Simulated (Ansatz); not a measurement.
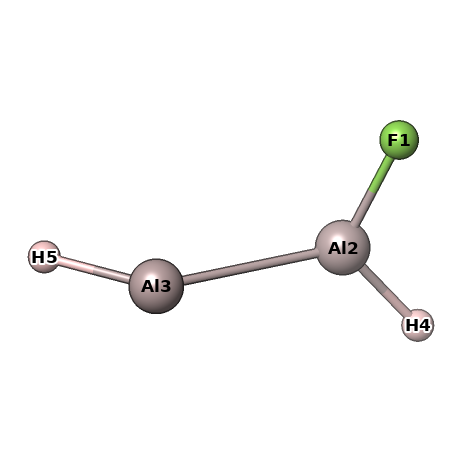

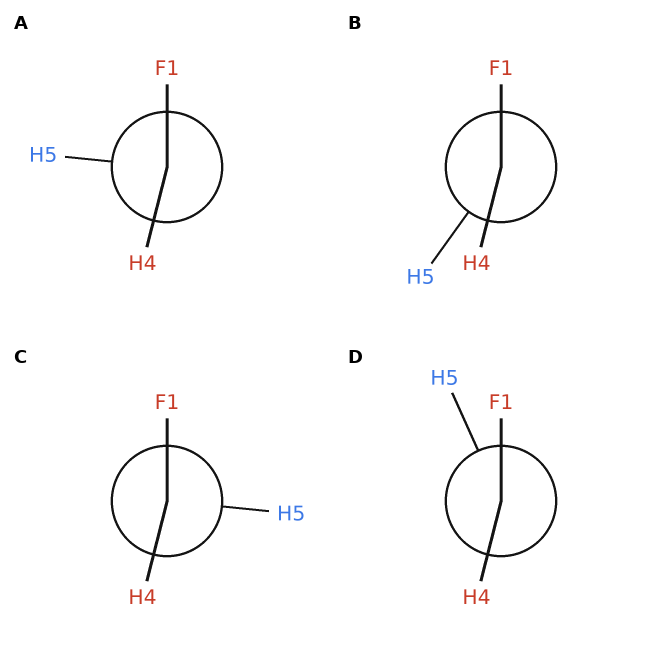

Distant atoms are faded towards the background colour. Bonds that would overlap in a projection are set slightly apart. Charge 0, doublet. The geometry was computed by an optimisation with PBE0-D4/def2-TZVP. No frequency run is at hand to confirm it as a minimum.

Which Newman projection shows the view along Al2–Al3, with Al2 in front?

Answer. C. The torsion angle F1–Al2–Al3–H5 is 96°, about perpendicular.
